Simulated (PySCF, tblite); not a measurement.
# C4H6ClNO: geometry, infrared bands and NMR shifts

Aim: predict the infrared bands and NMR shifts of C4H6ClNO (`C=N/C(=C/Cl)OC`).

The runs use tblite 0.8.0 and PySCF 2.14.0, with density-fitted response routines of our own; the level of theory stands in each step. All values are computed, except where a source is named. Atoms count from 0, in the outputs and in this text.

## (1) The starting structure

13 atoms, charge 0, multiplicity 1; geometry from: force field or distance geometry start.

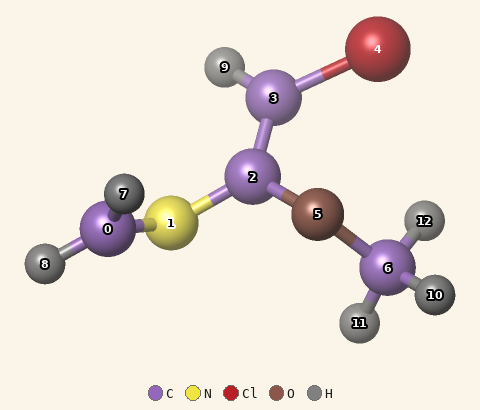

The starting geometry (carbon purple, nitrogen yellow, chlorine red, oxygen brown, hydrogen grey), atoms numbered.

## (2) Geometry optimisation with GFN2-xTB

What the job is given:

```
{"job": {"kind": "relax", "xc": "GFN2-xTB", "basis": "xTB"}, "charge": 0, "multiplicity": 1}
C      1.909100    -0.716700     1.200300
N      0.614200    -0.564300     1.073900
C      0.051200     0.315400     0.133800
C     -0.549400     1.464400     0.455700
Cl    -1.211300     2.437300    -0.825000
O      0.091000    -0.017800    -1.229000
C     -1.036300    -0.680700    -1.786200
H      2.503600    -0.096200     0.515400
H      2.353800    -1.385500     1.919700
H     -0.607900     1.738800     1.510800
H     -0.908100    -0.911100    -2.859900
H     -1.312300    -1.608900    -1.203000
H     -1.901900     0.025900    -1.646700
```

Launch:

```sh
$ OMP_NUM_THREADS=1 python probes_run.py task.json out
```

This one command runs all jobs of the session in turn.

**Question.** This job is followed by: GFN2-xTB harmonic vibrations, gas phase; GIAO PBE0/pcSseg-1 NMR shielding, non-relativistic, gas phase. What will the session give for the following? strongest single infrared mode (GFN2-xTB); zero-point energy (GFN2-xTB); 13C shifts against TMS (PBE0/pcSseg-1); 1H shifts against TMS (PBE0/pcSseg-1, means over atoms taken as alike); 15N shifts against NH3 (PBE0/pcSseg-1); 35Cl shifts against HCl (PBE0/pcSseg-1); 17O shifts against H2O (PBE0/pcSseg-1); surface potential, least and greatest.

As calculated:

| quantity | value |
| --- | --- |
| strongest single infrared mode (GFN2-xTB) | 1257 cm⁻¹, 162 km/mol |
| zero-point energy (GFN2-xTB) | 58.6 kcal/mol |
| 13C shifts against TMS (PBE0/pcSseg-1) | 161.0, 151.2, 112.1, 59.6 ppm |
| 1H shifts against TMS (PBE0/pcSseg-1, means over atoms taken as alike) | 7.57, 7.06, 6.13, 4.48 ppm |
| 15N shifts against NH3 (PBE0/pcSseg-1) | 380.7 ppm |
| 35Cl shifts against HCl (PBE0/pcSseg-1) | 144 ppm |
| 17O shifts against H2O (PBE0/pcSseg-1) | 97.9 ppm |
| surface potential, least and greatest | -1.41 V and 0.97 V |

In words: Over 107 steps the energy fell by 0.743 eV; of the close pairs, C2–O5 changed most, 1.404 to 1.354 Å. All 33 modes are real, so the xTB geometry is a minimum. The strongest single mode, at 1257 cm⁻¹, moves mainly H9 and C2. Unscaled tight-binding wavenumbers are off by several per cent, some by more. Its intensities can rank the bands wrongly. C2 (alkene carbon bearing oxygen) lies farthest downfield among carbon, at 161.0 ppm; an sp2 carbon further deshielded by the attached heteroatom. At PBE0/pcSseg-1: Shielding is most anisotropic at N1 (span 661 ppm, paramagnetic term -441 ppm). At PBE0/pcSseg-1, counted by nearest atom on the grid, the HOMO lies on C3 28 %; Cl4 20 %, the LUMO on C0 28 %; C3 19 %.
